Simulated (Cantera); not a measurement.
A closed system holds: 1 mol TiO2, 1.1 mol C, 16 mol H2, 3.9 mol CO, equilibrated at 1927 °C.

These are equilibrium values from Cantera (NASA tables, ideal gas, pure condensed phases), not measurements of a reactor. Candidate condensed phases: C, C6H6, C7H8, C8H18, H2O, Ti, TiC, TiO, TiO2, Ti2O3, Ti3O5, Ti4O7; 113 gas species. Mutual solubility and eutectic melting of coexisting phases are not modelled. TiC, TiO: taken at fixed stoichiometry. Condensed phases not in the tables: solid solutions among these carbides, nitrides and lower oxides. Kinetics and transport are ignored.

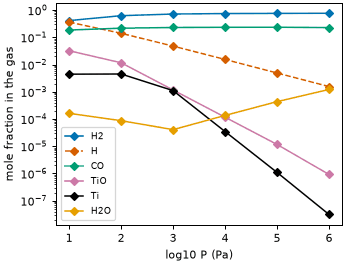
Fig. 1. Equilibrium gas composition (values under 1e-9 drawn at 1e-9)

At 0.000100 bar nothing is condensed. At 0.00100 bar the condensed part is TiO(l). From 0.0100 bar to 1.00 bar the condensed part is TiC(s) + TiO(l). At 10.0 bar the condensed part is TiC(s) + Ti2O3(l). The main Ti-bearing gas is TiO throughout.
